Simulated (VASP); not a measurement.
Band structure of CdS (relaxed from the wurtzite structure, space group P6_3mc). Level of theory: r2SCAN meta-GGA, VASP's PBE PAW potentials (set 64) (plane waves; VASP).

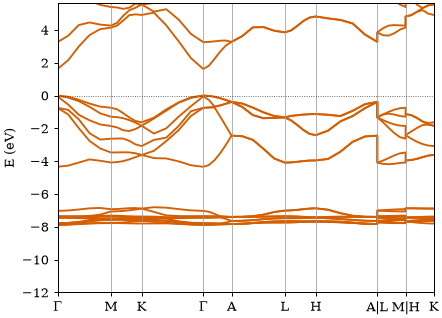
Figure: Bands along high-symmetry lines, zero at the valence-band maximum or, without a gap, the Fermi level

Q: Read the plot: is there a gap, and where are the band edges?

A: The gap is direct, 1.62 eV, from the valence maximum at Γ to the conduction minimum at Γ.

The structure was generated: CdS was put into the wurtzite type (P6_3mc), which need not be its known phase. It was relaxed first, which changed the volume by +7 %.
